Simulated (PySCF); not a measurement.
# H6OSi2, SMILES `[SiH3]O[SiH3]`: electronic structure

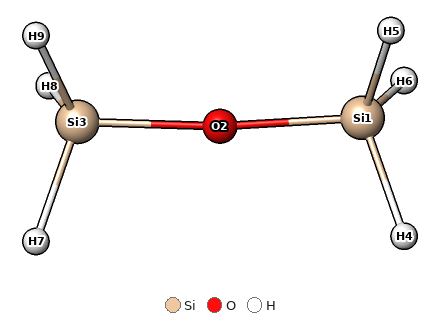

The molecule, with its atoms numbered as below. No frequency check shows the geometry to be a minimum.

Cartesian coordinates (Å):

```
Si1     -1.6145    0.0118    0.0001
O2      -0.0000   -0.0631   -0.0004
Si3      1.6145    0.0118    0.0001
H4      -2.0844   -1.3718    0.0073
H5      -2.0093    0.7232   -1.2144
H6      -2.0093    0.7354    1.2073
H7       2.0844   -1.3718    0.0068
H8       2.0093    0.7354    1.2074
H9       2.0093    0.7233   -1.2143
```

### 1. Bonding charge

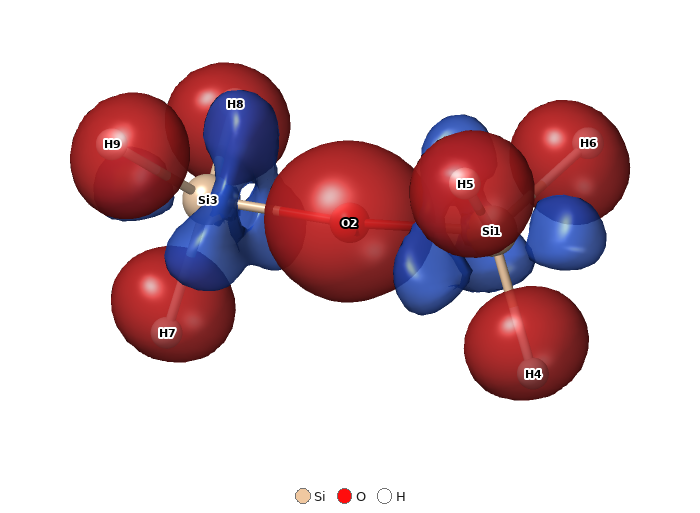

Deformation density (molecule less spherical, spin-averaged free atoms at the same positions), surfaces at ±0.1 e/Å³; red: gain, blue: loss.

PySCF calculation, HF/def2-SVPD, gas phase; geometry: GFN2-xTB.

How much density has each bond gained at its critical point, relative to the free atoms?

Answer. Si1–H4 and Si3–H7: +0.21 e/Å³ at the bond critical point (bond length 1.46 Å). Si1–H5, Si1–H6, Si3–H8 and Si3–H9: +0.21 e/Å³ at the bond critical point (bond length 1.46 Å). Si1–O2 and O2–Si3: 0.00 e/Å³ at the bond critical point (bond length 1.62 Å); up to 0.6 Å beside the axis the gain reaches +0.34 e/Å³. In all, 2.3 electrons gather in the regions of gain relative to the promolecule. A small or negative value marks a very polar bond, one between electron-rich atoms, whose free-atom densities already overlap strongly, a long bond to a heavier atom, or a closed-shell contact such as a hydrogen bond.

Where do the Hirshfeld charges lie?

Answer. The highest Hirshfeld charge is on Si1 and Si3 (+0.46 e), the lowest on O2 (−0.40 e).

### 2. Local ionisation energy

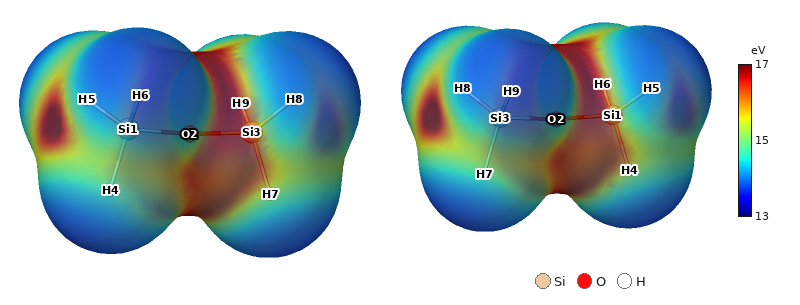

Average local ionisation energy on the surface of electron density 0.001 a.u. (back view left, front view right).

Locate the minima of the map.

Answer. The lowest value is 13.8 eV, 1.5 Å from H4, and at like points elsewhere. For comparison, the highest occupied orbital lies at −12.1 eV.

### 3. Removing or adding an electron

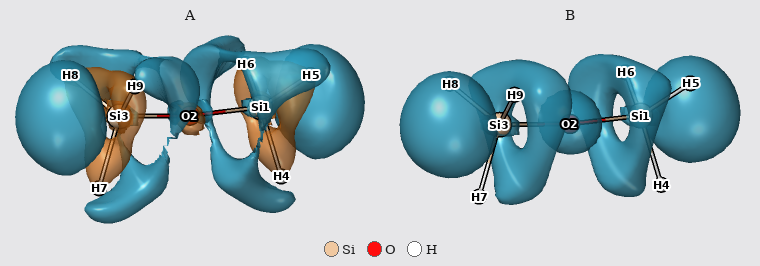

The Fukui function f⁺ from two separate SCF calculations and the density of the LUMO, at ±0.015 e/Å³ (light blue positive, orange negative).

Level of theory: LDA (SVWN)/def2-SVP (PySCF), at a geometry from GFN2-xTB.

Which panel is which, and how good is the frozen-orbital picture?

Answer. A is f⁺ (it has negative regions), B the LUMO density. The LUMO lies on Si1 and Si3 (32 % each) and O2 (10 %); f⁺ (Hirshfeld-condensed) is largest on Si1 and Si3 (0.28 each); the vertical electron affinity is −1.64 eV (the stability of the anion's solution wasn't checked; negative, but this basis has no diffuse functions, so it doesn't show that the anion is unbound). Relaxation shifts 15 % of the electron between atoms. The orbital energy is −0.76 eV.

### 4. Localised orbitals

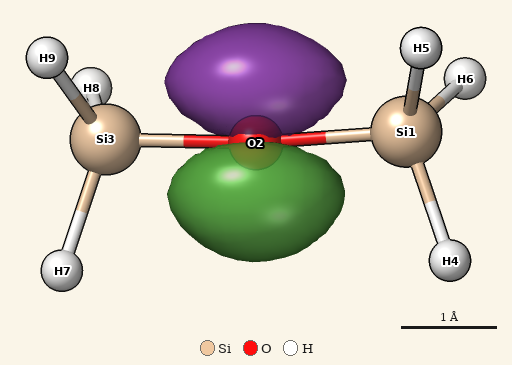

Intrinsic bond orbitals (IBO), occupied; each surface holds about 80 % of the orbital's density. Energies are diagonal elements of the Fock matrix.

Method: PBE/6-311G**; geometry: GFN2-xTB; program: PySCF.

What does this orbital represent?

Answer. Lone pair on O2 (p-type) (O2 92 %; −8.4 eV).

### 5. Stretching a bond

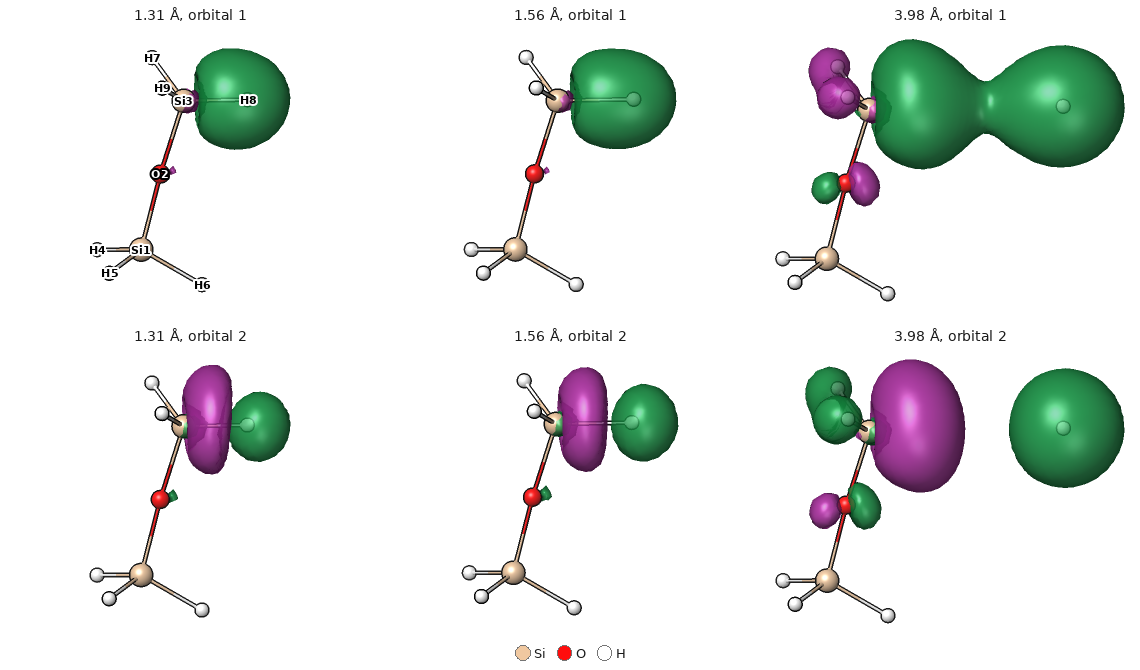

Rigid stretch of the Si3–H8 bond. The two CASSCF(2,2) natural orbitals nearest half filling (orbital 1 the more occupied).

Method: def2-SVP basis; geometry: GFN2-xTB; program: PySCF.

How do the occupations change along the stretch?

Answer. 1.31 Å: 1.99 and 0.01; 1.56 Å: 1.98 and 0.02; 3.98 Å: 1.20 and 0.80. At the longest distance computed (3.98 Å) they are 1.20 and 0.80, and the effective number of unpaired electrons is 1.8.

Where does the UHF solution part from RHF?

Answer. Between 1.92 Å (⟨S²⟩ = 0, the two coincide) and 2.20 Å (⟨S²⟩ = 0.05); at 3.98 Å ⟨S²⟩ is 0.99 and UHF lies 3.3 eV below RHF.

How much energy does the stretch cost?

Answer. By CASSCF, 3.7 eV from the lowest point of the scan (1.56 Å) to 3.98 Å; RHF gives 6.6 eV from its own lowest point. The fragments aren't relaxed and dynamic correlation is missing, so this isn't a bond dissociation energy.
